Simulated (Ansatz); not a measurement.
The figure comes from a scan of BaTiO₃ (space group Amm2): a phonon pattern at Γ is frozen into a 5-atom cell, Q being the largest atomic displacement. Computed with LDA (plane waves to 420 eV, PAW, scalar-relativistic; Ansatz, an electronic-structure program). k mesh 9×8×8 (Γ-centred), fixed occupations. BaTiO3 is run without spin polarisation. BaTiO3 was relaxed with its symmetry unable to fall. This is one of several known forms of BaTiO3; the measured ambient cells at hand have space group No. 99. ΔE is measured from the undisplaced structure.

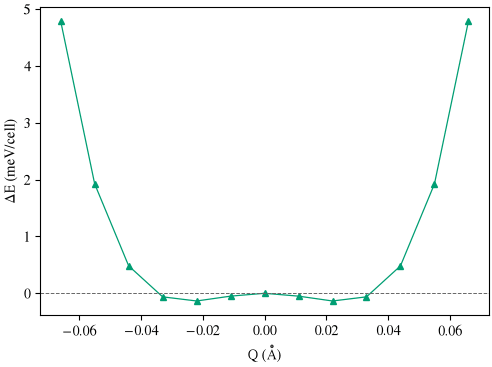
Fig. 1. ΔE (meV/cell) against Q (Å); markers are the computed points, lines only join them.

Problem. Turn the plot into a table (rounded to what can be read).

Solution. To the nearest 0.1:

| Q (Å) | ΔE (meV/cell) |
|---|---|
| -0.066 | 4.8 |
| -0.055 | 1.9 |
| -0.044 | 0.5 |
| -0.033 | -0.1 |
| -0.022 | -0.1 |
| -0.011 | -0.1 |
| 0.000 | 0.0 |
| 0.011 | -0.1 |
| 0.022 | -0.1 |
| 0.033 | -0.1 |
| 0.044 | 0.5 |
| 0.055 | 1.9 |
| 0.066 | 4.8 |

(A displaced cell: forces are minus the slopes of the energy, force constants its curvatures, and phonons follow from these.)
